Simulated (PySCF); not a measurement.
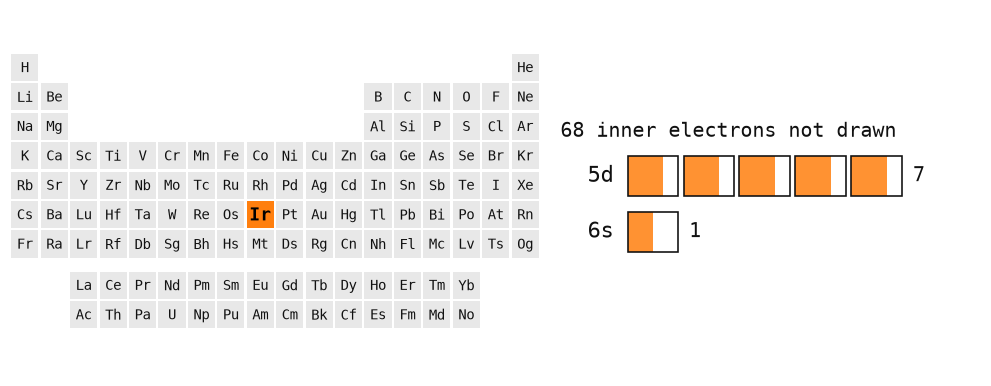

Left, the place of iridium in the periodic table; right, the outer shells of the nominal configuration: a box for each of the 2l + 1 orbitals, shaded by the share of the shell that is filled, with the electron count at the right.

**Atomic calculation for Ir⁺**

Ir⁺, configuration 1s2 2s2 2p6 3s2 3p6 3d10 4s2 4p6 4d10 4f14 5s2 5p6 5d7 6s1, multiplicity 5. Level asked for: unrestricted HF, cc-pVDZ-PP with ECP60, scalar-relativistic core potential (PySCF).

### Outcome

- outcome: not converged
- total energy (valence electrons, under a core potential): −103.347285 hartree
- ⟨S²⟩: 6.003
- ⟨L²⟩: 12.02
- SCF iterations: 3
- hardware: 1 thread of Intel Xeon @ 2.90GHz, 163 GiB of memory available, shared host

### Diagnosis

This input holds a deliberate fault: too few SCF iterations. The run did not meet its convergence test in 3 iterations, so its last values are not results.

### Input
```python
from pyscf import gto, scf, dft, mp, cc
import basis_set_exchange as bse
txt = bse.get_basis("cc-pVDZ-PP", elements=["Ir"], fmt="nwchem", header=False)
cut = txt.index("\nECP")
mol = gto.M(atom="Ir 0 0 0", charge=1, spin=4, symmetry="D2h",
            basis=gto.basis.parse(txt[:cut]),
            ecp={"Ir": gto.basis.parse_ecp(txt[cut:])})
mf = scf.UHF(mol)
mf.irrep_nelec = {'Ag': (4, 2), 'B1g': (1, 1), 'B2g': (1, 0), 'B3g': (1, 0), 'B1u': (1, 1), 'B2u': (1, 1), 'B3u': (1, 1)}
mf.kernel()
```

The script is an equivalent of what the driver set up; the driver computed the properties (radii, ⟨L²⟩, response) afterwards. It also set what the script leaves out: max_cycle = 3, guess = 1e. It held the occupations shell by shell, which the script's counts by irreducible representation don't always enforce.

Launched within a batch (the task file carries these settings):
```bash
OMP_NUM_THREADS=1 python <driver script> TASK.json OUT
```

### The program's output (extracts)
```
damping factor = 0
level_shift factor = 0
DIIS = <class 'pyscf.scf.diis.CDIIS'>
diis_start_cycle = 1
diis_space = 10
diis_damp = 0
SCF conv_tol = 1e-09
SCF conv_tol_grad = None
number electrons alpha = 10  beta = 6
irrep_nelec {'Ag': (4, 2), 'B1g': (1, 1), 'B2g': (1, 0), 'B3g': (1, 0), 'Au': (0, 0), 'B1u': (1, 1), 'B2u': (1, 1), 'B3u': (1, 1)}
alpha HOMO (B1g) = -0.0669493139505514  LUMO (B1u) = -0.106306743603744

WARN: HOMO -0.00183037080370976 >= LUMO -0.106306743603744

cycle= 1 E= -101.080212859299  delta_E= -2.67  |g|= 2.15  |ddm|= 6.32
alpha HOMO (Ag) = -1.07814670900247  LUMO (B1u) = -0.514669315517872

WARN: HOMO -1.07814670900247 >= LUMO -1.17067149345706

cycle= 2 E= -102.854271380255  delta_E= -1.77  |g|= 1.19  |ddm|= 3.06
alpha HOMO (Ag) = -0.679717961538598  LUMO (B1u) = -0.214646287098411
  HOMO = -0.660336356547  LUMO = -0.386574418842  gap/eV = 7.44944
cycle= 3 E= -103.347285071009  delta_E= -0.493  |g|= 0.179  |ddm|= 1.13
SCF not converged.
SCF energy = -103.347285071009 after 3 cycles  <S^2> = 6.0032317  2S+1 = 5.0012925
```
